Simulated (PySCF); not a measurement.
# GeH₂, SMILES `[GeH2]`: electronic structure

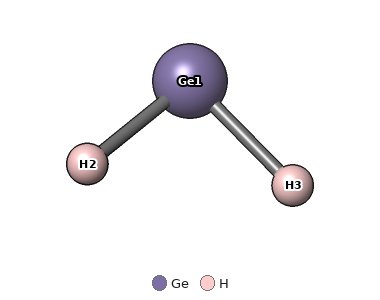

The molecule, with its atoms numbered as below. No frequency check shows the geometry to be a minimum.

Geometry (Å), atoms numbered from 1:

```
Ge1     -0.0689    0.0001    0.0000
H2       1.1016   -1.1016    0.0000
H3       1.1037    1.0996    0.0000
```

## 1. Bonding charge

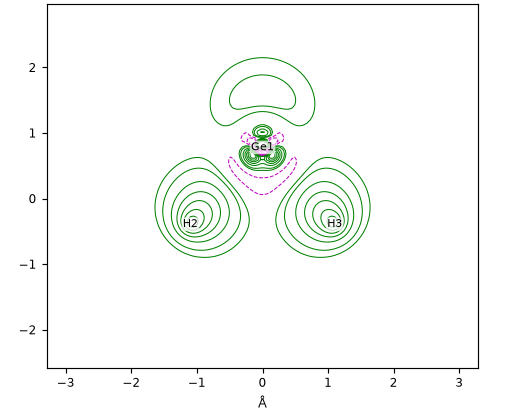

Deformation density (molecule less spherical, spin-averaged free atoms) in the molecular plane; contours at ±0.05 to ±0.8 e/Å³; solid green lines: gain, dashed magenta lines: loss.

Method: B3LYP/def2-SVP; geometry: GFN2-xTB; program: PySCF.

How much density has each bond in this plane gained at its critical point, relative to the free atoms?

Answer. Ge1–H2 and Ge1–H3: +0.21 e/Å³ at the bond critical point (bond length 1.61 Å, Mayer order 1.0). In all, 0.7 electrons gather in the regions of gain relative to the promolecule.

Where do the Hirshfeld charges lie?

Answer. The highest Hirshfeld charge is on Ge1 (+0.25 e), the lowest on H2 and H3 (−0.12 e).

| atom | charge (e) |
| --- | --- |
| Ge1 | +0.25 |
| H2 | −0.12 |
| H3 | −0.12 |

## 2. Bond critical points

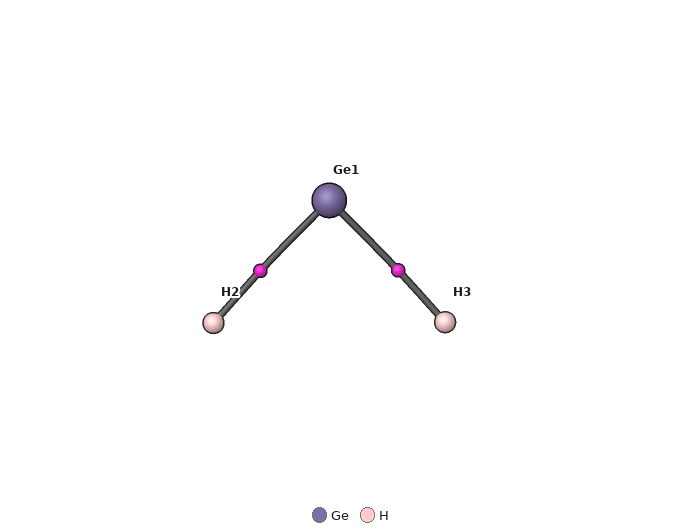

Molecular graph of the electron density (QTAIM): bond paths, bond critical points (magenta), ring points (cyan, if any); weak paths are dashed.

How many critical points of each kind are there, and does the count close?

Answer. 3 nuclei, 2 bond, 0 ring and 0 cage critical points: 3 − 2 + 0 − 0 = 1, as the Poincaré–Hopf relation requires.

Give the properties at the bond critical points.

Answer.
```
            bond  length (Å)  ρ (a.u.)  ∇²ρ (a.u.)     ε  H (a.u.)
Ge1–H2 (2 alike)       1.607     0.118        0.00  0.11    −0.069
```

What kind of interaction is Ge1–H2?

Answer. Polar or intermediate (positive Laplacian, negative energy density H): ρ = 0.118, ∇²ρ = 0.00, H = −0.069 a.u.

## 3. Local ionisation energy

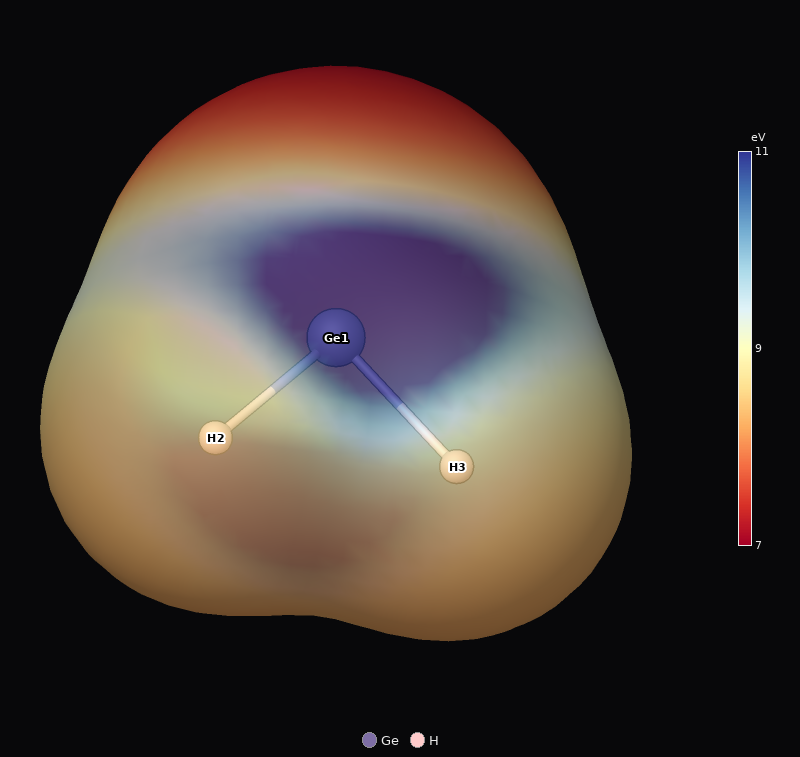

Average local ionisation energy on the surface of electron density 0.001 a.u.

Locate the minima of the map.

Answer. The lowest value is 7.1 eV, 2.5 Å from Ge1. Further minima include 8.1 eV, 1.7 Å from H2. For comparison, the highest occupied orbital lies at −6.8 eV.

## 4. Localised orbitals

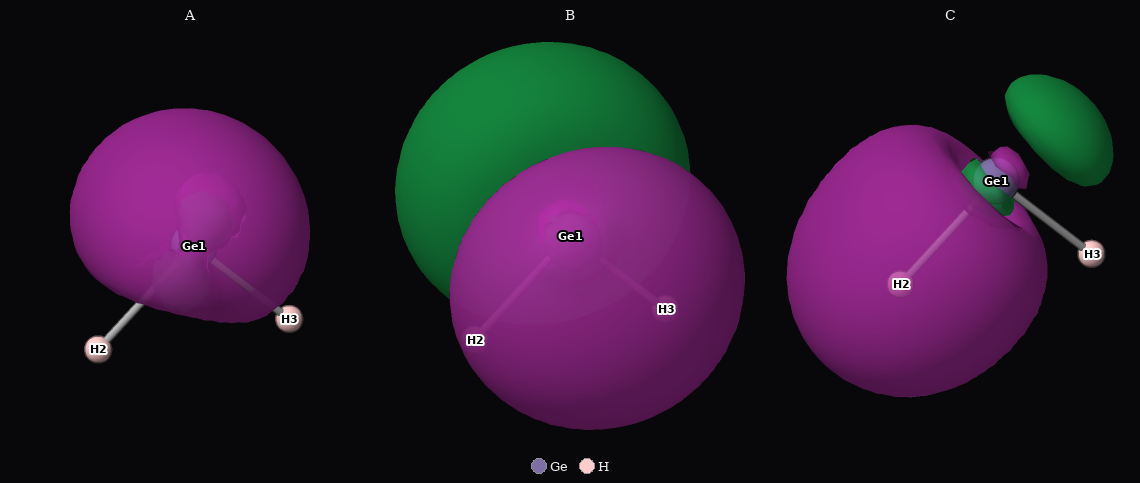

Intrinsic bond orbitals (IBO), occupied and valence-virtual; each surface holds about 85 % of the orbital's density. Energies are diagonal elements of the Fock matrix.

Computed with PySCF, B3LYP/aug-cc-pVDZ, geometry: GFN2-xTB.

What does each orbital represent in a Lewis picture?

Answer. By panel:
- A: lone pair on Ge1 (Ge1 100 %; −19.3 eV)
- B: empty orbital on Ge1 (Ge1 100 %; −3.3 eV)
- C: σ bond H2–Ge1 (H2 55 %, Ge1 45 %; −9.9 eV)

Which has the smallest and which the largest spatial spread?

Answer. Smallest: A (1.04 Å); largest: B (1.64 Å).

How do all the valence pairs divide up?

Answer. 8 pairs: 5 d pairs, 2 σ bonds and 1 lone pair.

## 5. Stretching a bond

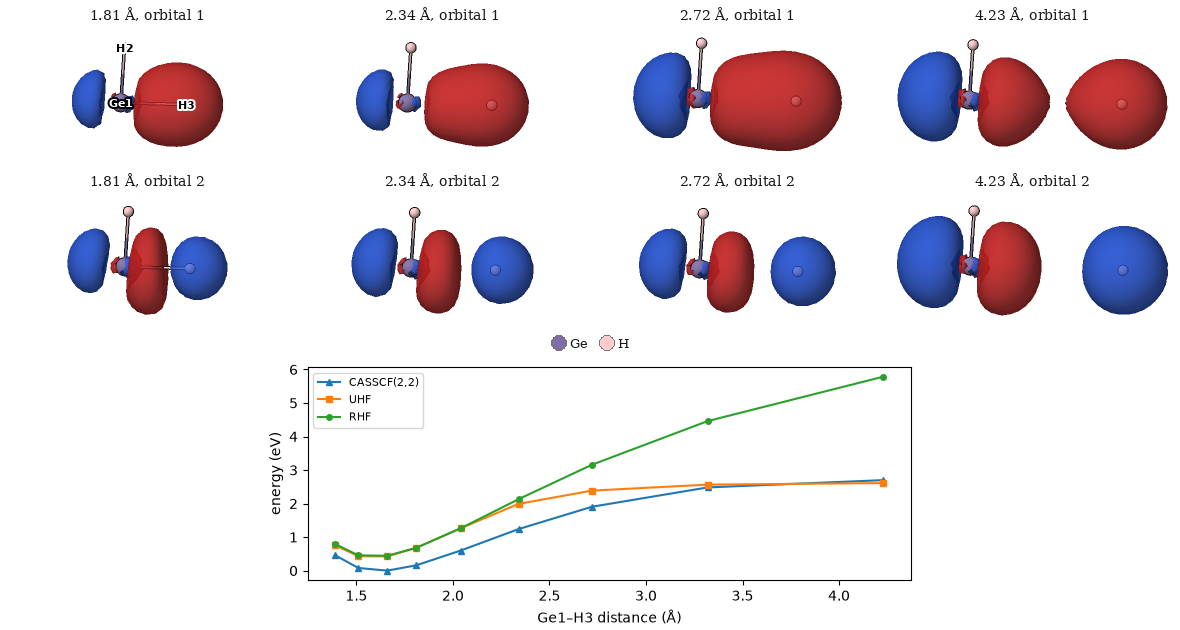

Rigid stretch of the Ge1–H3 bond. The two CASSCF(2,2) natural orbitals nearest half filling (orbital 1 the more occupied). Below: energies along the scan, from the lowest point of the three curves.

Method: def2-TZVP basis; geometry: GFN2-xTB; program: PySCF.

How do the occupations change along the stretch?

Answer. 1.81 Å: 1.96 and 0.04; 2.34 Å: 1.87 and 0.13; 2.72 Å: 1.75 and 0.25; 4.23 Å: 1.17 and 0.83. At the longest distance computed (4.23 Å) they are 1.17 and 0.83, and the effective number of unpaired electrons is 1.9.

UHF already breaks spin symmetry near equilibrium here (⟨S²⟩ = 0.18 at 1.66 Å), for reasons apart from this bond.

How much energy does the stretch cost?

Answer. By CASSCF, 2.7 eV from the lowest point of the scan (1.66 Å) to 4.23 Å; RHF gives 5.3 eV from its own lowest point. The fragments aren't relaxed and dynamic correlation is missing, so this isn't a bond dissociation energy.
